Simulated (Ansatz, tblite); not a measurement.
# SiH3(NHEt) (C₂H₉NSi): which spin state is lowest

Aim: set other spin states of SiH3(NHEt) (C₂H₉NSi) against its singlet, on many levels of theory.

The runs use Ansatz 0.2.0, Gaussian basis; as each input shows.

The runs, in order: triplet, at the geometry of the singlet (GFN1-xTB, GFN2-xTB, PBE0-D4/def2-TZVP, PBE-D4/def2-TZVP, r2SCAN-D4/def2-TZVP); the singlet's energies come from earlier runs.

## (1) The relaxed structure

The geometry is that of the singlet, from an earlier relaxation (PBE-D4/def2-SVP).

13 atoms, charge 0, spin multiplicity 1.

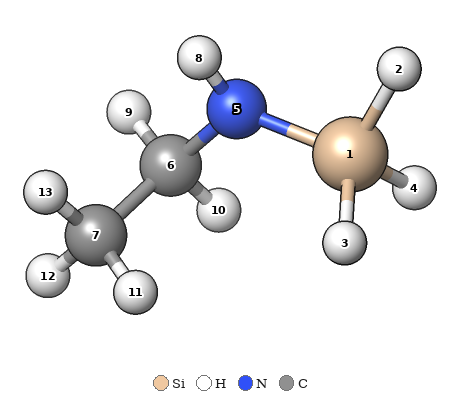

The geometry (silicon light orange, hydrogen white, nitrogen blue, carbon grey); atoms are numbered from 1 in the order of the file.

Coordinates:

```mol
C2H9NSi
  3D, bonds by distance, orders not assigned

 13 12  0  0  0  0  0  0  0  0999 V2000
    0.4316    1.5274    1.1357 Si  0  0
    0.0710    1.9005    2.5477 H   0  0
    1.9166    1.2213    1.1126 H   0  0
    0.2217    2.6917    0.2028 H   0  0
   -0.6473    0.2404    0.6612 N   0  0
   -0.7138   -0.3195   -0.6827 C   0  0
    0.2892   -1.4434   -0.9674 C   0  0
   -0.9178   -0.4239    1.3919 H   0  0
   -1.7470   -0.6882   -0.8787 H   0  0
   -0.5555    0.5107   -1.4066 H   0  0
    1.3335   -1.0915   -0.8381 H   0  0
    0.1821   -1.8278   -2.0033 H   0  0
    0.1356   -2.2978   -0.2750 H   0  0
  1  2  8  0
  1  3  8  0
  1  4  8  0
  1  5  8  0
  5  6  8  0
  5  8  8  0
  6  7  8  0
  6  9  8  0
  6 10  8  0
  7 11  8  0
  7 12  8  0
  7 13  8  0
M  END
```

## (2) Triplet at the fixed geometry, GFN1-xTB

Tight binding, by tblite at 300 K electronic temperature and without a spin-polarisation term:

```python
tblite.interface.Calculator('GFN1-xTB', numbers, positions, charge=0, uhf=2).singlepoint()
```

Energy -379.0273 eV; 0.005 s.

## (3) Triplet at the fixed geometry, GFN2-xTB

Tight binding, by tblite at 300 K electronic temperature and without a spin-polarisation term:

```python
tblite.interface.Calculator('GFN2-xTB', numbers, positions, charge=0, uhf=2).singlepoint()
```

Energy -362.2403 eV; 0.004 s.

## (4) Triplet at the fixed geometry, PBE0-D4/def2-TZVP

The input, in.yaml:

```yaml
crystal:
  periodic: [false, false, false]
  atoms:
    - {symbol: Si, position_ang: [0.431562, 1.527357, 1.135700]}
    - {symbol: H, position_ang: [0.071010, 1.900512, 2.547727]}
    - {symbol: H, position_ang: [1.916601, 1.221327, 1.112553]}
    - {symbol: H, position_ang: [0.221676, 2.691655, 0.202771]}
    - {symbol: N, position_ang: [-0.647294, 0.240447, 0.661221]}
    - {symbol: C, position_ang: [-0.713760, -0.319505, -0.682725]}
    - {symbol: C, position_ang: [0.289200, -1.443376, -0.967444]}
    - {symbol: H, position_ang: [-0.917809, -0.423888, 1.391910]}
    - {symbol: H, position_ang: [-1.747036, -0.688182, -0.878715]}
    - {symbol: H, position_ang: [-0.555458, 0.510688, -1.406611]}
    - {symbol: H, position_ang: [1.333524, -1.091456, -0.838060]}
    - {symbol: H, position_ang: [0.182148, -1.827804, -2.003305]}
    - {symbol: H, position_ang: [0.135637, -2.297786, -0.275033]}
basis:
  gaussian: {orbitals: def2-TZVP}
magnetization: {spin_polarized: true, initial_magnetization: 2}
hamiltonian: {xc: pbe0, dispersion: d4}
scf: {omitted_lower_state_checks: [starts]}
output: {orbitals: {seedname: orbitals}}
```

The run is started by

```sh
$ ansatz run in.yaml --threads 4 --pin off --events-out ev --progress --plain --max-ram 3916MiB
```

What it wrote:

```text
Functional definition: PBE0
  name "PBE0"
  cite "Adamo & Barone, J. Chem. Phys. 110, 6158 (1999) doi:10.1063/1.478522"
  cite "Perdew, Burke & Ernzerhof, Phys. Rev. Lett. 77, 3865 (1996) doi:10.1103/PhysRevLett.77.3865"
  parent pbe
  parameter a = 0.25
  parameter kappa = 0.804
  parameter beta = 0.06672455060314922
  exchange = (1 - a)*pbe_x(kappa = kappa, mu = beta*pi^2/3) + a*exact_x
  correlation = pbe_c(beta = beta)
these checks for a lower state are left out or cut short: starts
1179 factors; their error is unknown
mean field evaluation 1: about -11567.7199 eV, gradient 4.4e1 eV
mean field evaluation 2: about -11555.0056 eV, gradient 6.5e1 eV
mean field evaluation 4: about -11576.7146 eV, gradient 8.3e0 eV
mean field evaluation 8: about -11577.1128 eV, gradient 2.2e-1 eV
mean field evaluation 16: about -11577.1331 eV, gradient 4.9e-3 eV
mean field -11577.13314013 eV, -425.4517956370 hartree, gradient 2.9e-5 eV, S^2 2.006754; 0 other end points of the search recorded, 0 dependent functions left out
reference -11577.13317947 eV, -425.4517970829 hartree; 22, 20 occupied and 162, 164 virtual orbitals, 1179 factors
Total energy: -11577.33074417 eV, -425.4590574518 hartree
Checks for a lower state left out: starts
```

It took 3.4 s on 4 threads of Arm Neoverse V2, shared host.

HOMO -1.79 eV, LUMO -5.22 eV (over both spins; with the spin held, an empty level of the minority spin lies below the top filled one); ⟨S²⟩ 2.007 (pure: 2.00).

## (5) Triplet at the fixed geometry, PBE-D4/def2-TZVP

start.molden holds the orbitals of an earlier run on this state, given as this run's starting guess.

Changes to in.yaml since step 4:

```diff
@@ -17,5 +17,5 @@
 basis:
-  gaussian: {orbitals: def2-TZVP}
+  gaussian: {orbitals: def2-TZVP, initial_orbitals: start.molden}
 magnetization: {spin_polarized: true, initial_magnetization: 2}
-hamiltonian: {xc: pbe0, dispersion: d4}
+hamiltonian: {xc: pbe, dispersion: d4}
 scf: {omitted_lower_state_checks: [starts]}
```

Same command.

What it wrote:

```text
Functional definition: PBE
  name "PBE"
  cite "Perdew, Burke & Ernzerhof, Phys. Rev. Lett. 77, 3865 (1996) doi:10.1103/PhysRevLett.77.3865"
  parent pbe
  parameter kappa = 0.804
  parameter beta = 0.06672455060314922
  exchange = pbe_x(kappa = kappa, mu = beta*pi^2/3)
  correlation = pbe_c(beta = beta)
these checks for a lower state are left out or cut short: starts
1163 factors; their error is unknown
mean field evaluation 1: about -11575.9166 eV, gradient 6.7e0 eV
mean field evaluation 2: about -11576.0512 eV, gradient 3.3e-1 eV
mean field evaluation 4: about -11576.0178 eV, gradient 1.8e-2 eV
mean field evaluation 8: about -11576.0178 eV, gradient 1.9e-5 eV
mean field -11576.01784203 eV, -425.4108091880 hartree, gradient 1.9e-5 eV, S^2 2.003828; 0 other end points of the search recorded, 0 dependent functions left out
reference -11576.01789462 eV, -425.4108111204 hartree; 22, 20 occupied and 162, 164 virtual orbitals, 1163 factors
Total energy: -11576.25262788 eV, -425.4194374089 hartree
Checks for a lower state left out: starts
```

Run time: 2.7 s. Hardware: 4 threads of Arm Neoverse V2, shared host.

Report: HOMO -1.27 eV, LUMO -6.33 eV (over both spins; with the spin held, an empty level of the minority spin lies below the top filled one); ⟨S²⟩ 2.004 (pure: 2.00).

## (6) Triplet at the fixed geometry, r2SCAN-D4/def2-TZVP

Changes to in.yaml since step 5:

```diff
@@ -19,3 +19,3 @@
 magnetization: {spin_polarized: true, initial_magnetization: 2}
-hamiltonian: {xc: pbe, dispersion: d4}
+hamiltonian: {xc: r2scan, dispersion: d4}
 scf: {omitted_lower_state_checks: [starts]}
```

The command is unchanged.

What it wrote:

```text
Functional definition: r2SCAN
  name "r2SCAN"
  cite "Furness, Kaplan, Ning, Perdew & Sun, J. Phys. Chem. Lett. 11, 8208 (2020) doi:10.1021/acs.jpclett.0c02405"
  cite "Furness, Kaplan, Ning, Perdew & Sun, J. Phys. Chem. Lett. 11, 9248 (2020) doi:10.1021/acs.jpclett.0c03077"
  parent r2scan
  parameter k0 = 0.174
  parameter k1 = 0.065
  parameter a1 = 4.9479
  exchange = r2scan_x(k0 = k0, k1 = k1, a1 = a1)
  correlation = r2scan_c
these checks for a lower state are left out or cut short: starts
1163 factors; their error is unknown
mean field evaluation 1: about -11582.1032 eV, gradient 4.2e0 eV
mean field evaluation 2: about -11582.1527 eV, gradient 7.2e-2 eV
mean field evaluation 4: about -11582.1187 eV, gradient 1.6e-3 eV
mean field evaluation 8: about -11582.1187 eV, gradient 2.4e-5 eV
mean field -11582.11870381 eV, -425.6350117231 hartree, gradient 2.4e-5 eV, S^2 2.009179; 0 other end points of the search recorded, 0 dependent functions left out
reference -11582.11872153 eV, -425.6350123741 hartree; 22, 20 occupied and 162, 164 virtual orbitals, 1163 factors
Total energy: -11582.17891316 eV, -425.6372243757 hartree
Checks for a lower state left out: starts
```

Wall time 5.5 s (4 threads of Arm Neoverse V2, shared host).

From the report: HOMO -1.35 eV, LUMO -5.94 eV (over both spins; with the spin held, an empty level of the minority spin lies below the top filled one); ⟨S²⟩ 2.009 (pure: 2.00).

## (7) Triplet less singlet, vertical

The singlet's energies are those of its earlier runs, whose logs aren't repeated here.

| level | triplet less singlet, vertical (kJ/mol) | time |
| --- | --- | --- |
| GFN1-xTB | +640.9 | 0.025 s |
| GFN2-xTB | +592.6 | 0.008 s |
| PBE-D4/def2-TZVP | +493.1 | 3.9 s |
| r2SCAN-D4/def2-TZVP | +504.6 | 8.4 s |
| PBE0-D4/def2-TZVP | +520.9 | 5 s |

Times add the two runs; a level without a time comes out of a correlated run. Tight binding without a spin term can't rank spin states.

## (8) Outcome

| quantity | value |
| --- | --- |
| triplet less singlet, vertical, functionals in def2-TZVP | +493.1 (PBE-D4) to +520.9 kJ/mol (PBE0-D4) |

What this shows: All functionals put the triplet above the singlet, over a spread of 27.8 kJ/mol. The checks for a lower triplet were left out, so another state of that spin may lie lower. These are electronic energies, without zero-point motion, entropy or surroundings.
